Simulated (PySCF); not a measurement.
## A study: H10Si4, SMILES `[SiH3][SiH2][SiH2][SiH3]`

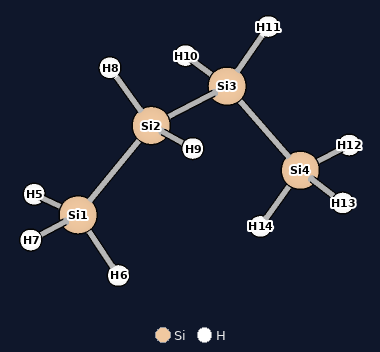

The molecule, with its atoms numbered as below. No frequency check shows the geometry to be a minimum.

Coordinates in Å:

```
Si1      2.3606    0.8880   -0.1836
Si2      1.0860   -0.9454    0.4183
Si3     -1.0844   -0.9450   -0.4183
Si4     -2.3619    0.8865    0.1839
H5       2.4905    0.9989   -1.6390
H6       1.7324    2.1319    0.2712
H7       3.7236    0.8939    0.3514
H8       1.7931   -2.1850    0.0559
H9       1.0173   -1.0263    1.8883
H10     -1.0159   -1.0248   -1.8884
H11     -1.7900   -2.1862   -0.0584
H12     -3.7379    0.8686   -0.3163
H13     -2.4569    1.0219    1.6402
H14     -1.7610    2.1292   -0.3091
```

### 1. Electrostatic potential

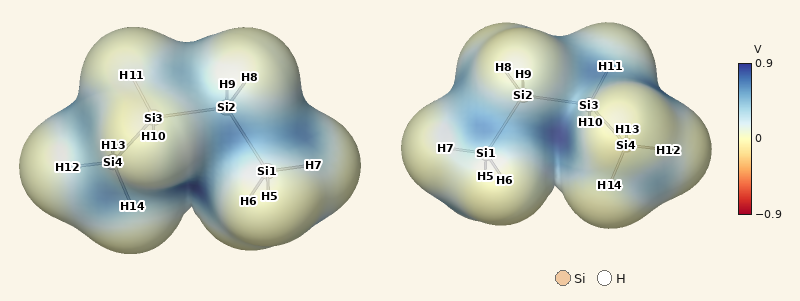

Electrostatic potential on the surface of electron density 0.001 a.u. (back view left, front view right).

Level of theory: B3LYP/def2-SVPD (PySCF), at a geometry from GFN2-xTB.

Question: Where are the extremes of the potential on the surface?

Answer: Highest: 0.88 V, near H5 (2.27 Å), Si1 (2.34 Å), H6 (2.36 Å) and H14 (2.48 Å), and at like points elsewhere. Further maxima include 0.68 V, near Si3 (2.24 Å), H11 (2.26 Å), H13 (2.31 Å) and H9 (2.36 Å), and at like points elsewhere; 0.68 V, near H5 (2.06 Å), Si1 (2.16 Å) and H7 (2.19 Å). Lowest: −0.03 V, 1.5 Å from H14, and at like points elsewhere. Further minima include −0.02 V, 1.5 Å from H13, and at like points elsewhere; 0.00 V, 1.5 Å from H10. The surface is sampled at points, so like sites can differ by a few per cent and only the strongest of them is named.

### 2. In an electric field

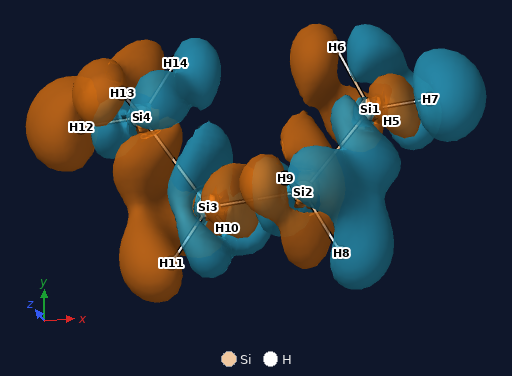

Change of the electron density in a uniform field of 0.21 V/Å, surfaces at ±0.0015 e/Å³ (light blue: gain, orange: loss).

Computed with PySCF, B3LYP/def2-SVPD, geometry: GFN2-xTB.

The field was applied in both directions; the picture shows the one opposite to the script's first.

Question: Along which Cartesian direction does the field point?

Answer: Along −x: electrons gather on the +x side, against the field.

Question: What dipole is induced, and what polarisability does it imply?

Answer: The induced dipole is 1.47 D (along the field); α along this axis, from the fields in both directions, is 144 bohr³ (21.4 Å³).

### 3. Removing or adding an electron

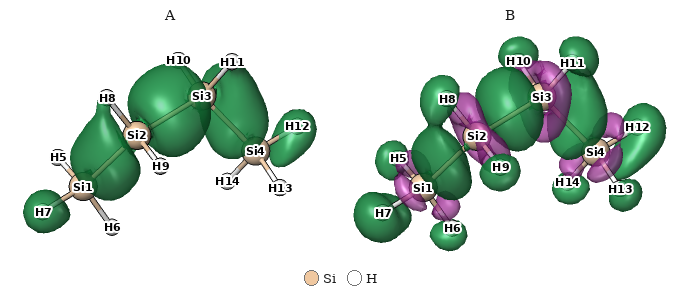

The Fukui function f⁻ from two separate SCF calculations and the density of the HOMO, at ±0.015 e/Å³ (green positive, purple negative).

PySCF calculation, B3LYP/def2-SVPD, gas phase; geometry: GFN2-xTB.

Question: Which panel is which, and how good is the frozen-orbital picture?

Answer: B is f⁻ (it has negative regions), A the HOMO density. The HOMO lies on Si2 and Si3 (29 % each) and Si1 and Si4 (12 % each); f⁻ (Hirshfeld-condensed) is largest on Si2 and Si3 (0.16 each) and Si1 and Si4 (0.11 each); the vertical ionisation energy is 9.88 eV (the stability of the cation's solution wasn't checked). Relaxation shifts 29 % of the electron between atoms. The orbital energy is −8.02 eV.
